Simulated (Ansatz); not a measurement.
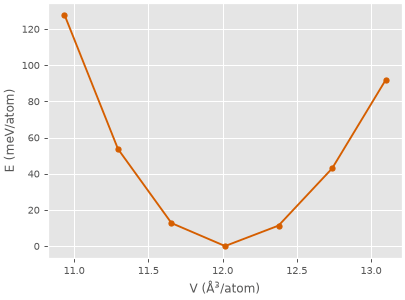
*W2N (anti-CdI2 type, P-3m1) under volume change, PBEsol in the plane-wave PAW code Ansatz, shape and atoms relaxed at each volume.*

### Question
What does a third-order Birch–Murnaghan fit give for V₀, B₀ and B′?

### Answer
V₀ = 12.02 Å³/atom, B₀ = 353 GPa, B′ = 4.5.

The cell is a constructed one: a structure type filled with these elements; neither database checked (COD, Materials Project) lists it. Whether it is the stable phase at ambient conditions was not checked. Symmetry was held in the PBEsol relaxation; of distortions, only those at the zone centre were tested. No spin polarisation was allowed. Scalar-relativistic: spin–orbit coupling is off unless named, which matters more the heavier the elements.

Potentials: the later of the program's two PAW sets.
